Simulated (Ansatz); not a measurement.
# B2PLYP/STO-3G run of CH2FN (SMILES [H]/N=C/F)

Aim: the electronic atomisation energy of CH2FN at B2PLYP/STO-3G, from 5 runs. 

The results are computed with Ansatz 0.2.0.

65 further runs of the same task are left out: 65 set aside as unsound or not needed.

## (1) The molecule

CH2FN has 5 atoms, charge 0, and is taken as a singlet. As SMILES, `[H]/N=C/F`. The coordinates come from a PBE0-D4/def2-TZVP relaxation.

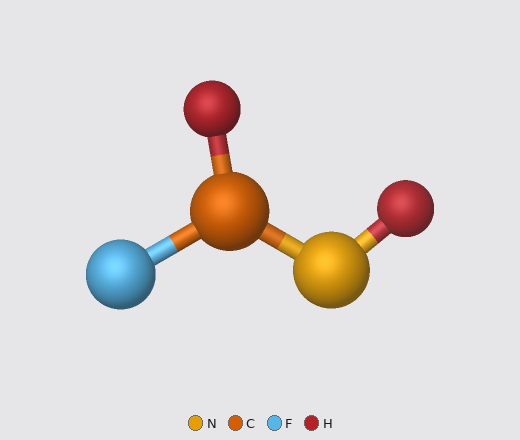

Viewed from a chosen angle; nitrogen amber, carbon orange, fluorine blue, hydrogen red.

## (2) A single-point energy at B2PLYP/STO-3G

run.yaml

```yaml
basis:
  gaussian: {orbitals: STO-3G}
crystal:
  periodic: [false, false, false]
  atoms:
    - {symbol: "N", position_ang: [-0.719900, -0.454400, -0.439800]}
    - {symbol: C, position_ang: [0.296500, -0.034500, 0.137300]}
    - {symbol: F, position_ang: [1.242400, -0.884800, 0.520800]}
    - {symbol: H, position_ang: [-1.343900, 0.314100, -0.667300]}
    - {symbol: H, position_ang: [0.574800, 0.986000, 0.407600]}
hamiltonian: {xc: {name: B2PLYP}}
correlation: {frozen_orbitals: {C: 1, F: 1, H: 0, "N": 1}}
accuracy: high
```

The run is started by

```
$ ansatz run run.yaml --threads 1 --pin off --max-ram 2610MiB --events-out events.jsonl --progress --plain --runs-dir runs
```

The program printed:

```text
Warning: RAYON_NUM_THREADS=1 ignored (pool sized by the plan → 1); use --threads N
Functional definition: B2PLYP
  name "B2PLYP"
  parameter a = 0.53
  parameter c = 0.27
  exchange = (1 - a)*b88_x + a*exact_x
  correlation = (1 - c)*lyp_c + c*(mp2_os + mp2_ss)
298 factors; integrals over basis functions are off by at most 1.2e-8 eV
mean field evaluation 1: about -5191.6943 eV, gradient 3.0e1 eV
mean field evaluation 2: about -5191.7189 eV, gradient 3.0e1 eV
mean field evaluation 4: about -5194.3943 eV, gradient 2.6e0 eV
mean field evaluation 8: about -5194.4197 eV, gradient 4.2e-2 eV
mean field evaluation 16: about -5194.4197 eV, gradient 6.0e-8 eV
mean field -5194.41968051 eV, -190.8914023547 hartree, gradient 5.9e-8 eV, S^2 0.000000; 0 other end points of the search recorded, 0 dependent functions left out
3 core orbitals not correlated: weight in the atoms' cores, before any rotation towards them, 1.000 or more for the frozen orbitals, at most 0.000 for the correlated occupied ones
reference -5194.41969433 eV, -190.8914028624 hartree; 9, 9 occupied and 5, 5 virtual orbitals, 298 factors
second order -4.87638957 eV of doubles, -0.00000000 eV of singles
Total energy: -5195.73631951 eV, -190.9397879456 hartree
```

It took 1 s on 1 thread of Arm Neoverse V2, shared host; peak memory 0.091 GiB.

## (3) The C atom, same level

input.yaml

```yaml
crystal:
  periodic: [false, false, false]
  atoms:
    - {symbol: C, position_ang: [0.000000, 0.000000, 0.000000]}
basis:
  gaussian:
    orbitals: STO-3G
correlation:
  frozen_orbitals: {C: 1}
hamiltonian:
  xc: {name: B2PLYP}
accuracy: high
magnetization:
  spin_polarized: true
  initial_magnetization: 2
```

The run is started by

```
$ ansatz run input.yaml --threads 1 --pin off --max-ram 2610MiB --events-out events.jsonl --progress --plain --runs-dir runs
```

The program printed, cut to the lines that bear on the results:

```text
Warning: RAYON_NUM_THREADS=1 ignored (pool sized by the plan → 1); use --threads N
[... 6 set-up lines as earlier in the session ...]
15 factors; integrals over basis functions are off by at most 9.8e-10 eV
mean field evaluation 1: about -1015.0965 eV, gradient 6.4e-13 eV
mean field evaluation 2: about -1015.0965 eV, gradient 3.0e-12 eV
mean field -1015.09654004 eV, -37.3041097892 hartree, gradient 0.0e0 eV, S^2 2.000000; 0 other end points of the search recorded, 0 dependent functions left out
1 core orbitals not correlated: weight in the atoms' cores, before any rotation towards them, 1.000 or more for the frozen orbitals, at most 0.000 for the correlated occupied ones
reference -1015.09654847 eV, -37.3041100992 hartree; 3, 1 occupied and 1, 3 virtual orbitals, 15 factors
second order -0.37768834 eV of doubles, 0.00000000 eV of singles
Total energy: -1015.19852433 eV, -37.3078576427 hartree
```

It took 0.14 s on 1 thread of Arm Neoverse V2, shared host.

## (4) The F atom, same level

molecule.yaml

```yaml
basis:
  gaussian: {orbitals: STO-3G}
crystal:
  periodic: [false, false, false]
  atoms:
    - {symbol: F, position_ang: [0.000000, 0.000000, 0.000000]}
magnetization: {spin_polarized: true, initial_magnetization: 1}
hamiltonian: {xc: {name: B2PLYP}}
correlation: {frozen_orbitals: {F: 1}}
accuracy: high
```

Run the same way, it converges to -98.18742 Eh (log not shown).

## (5) The H atom at the same level

in.yaml

```yaml
crystal:
  periodic: [false, false, false]
  atoms:
    - {symbol: H, position_ang: [0.000000, 0.000000, 0.000000]}
basis:
  gaussian:
    orbitals: STO-3G
total_charge: 0
magnetization:
  spin_polarized: true
  initial_magnetization: 1
hamiltonian:
  xc: {name: B2PLYP}
correlation:
  frozen_orbitals: {H: 0}
accuracy: high
```

Run the same way, it converges to -0.46478 Eh (log not shown).

## (6) The N atom, same level

run.yaml

```yaml
basis:
  gaussian:
    orbitals: STO-3G
crystal:
  periodic: [false, false, false]
  atoms:
    - {symbol: N, position_ang: [0.000000, 0.000000, 0.000000]}
magnetization:
  spin_polarized: true
  initial_magnetization: 3
hamiltonian:
  xc: {name: B2PLYP}
correlation:
  frozen_orbitals: {"N": 1}
accuracy: high
```

Run the same way, it converges to -53.83561 Eh (log not shown).

## (7) Outcome

At B2PLYP/STO-3G, 3 core orbitals frozen:

```
                     quantity          value
       molecule: total energy  -190.93979 Eh
         C atom: total energy   -37.30786 Eh
                 C atom: ⟨S²⟩          2.000
         F atom: total energy   -98.18742 Eh
                 F atom: ⟨S²⟩          0.750
         H atom: total energy    -0.46478 Eh
                 H atom: ⟨S²⟩          0.750
         N atom: total energy   -53.83561 Eh
                 N atom: ⟨S²⟩          3.750
electronic atomisation energy      18.486 eV
```

**Reading.** Taking the molecule apart into free atoms costs 18.49 eV (426 kcal/mol), before zero-point energy and without spin-orbit coupling. In a minimal basis such a difference can be off by several eV, whatever the method.
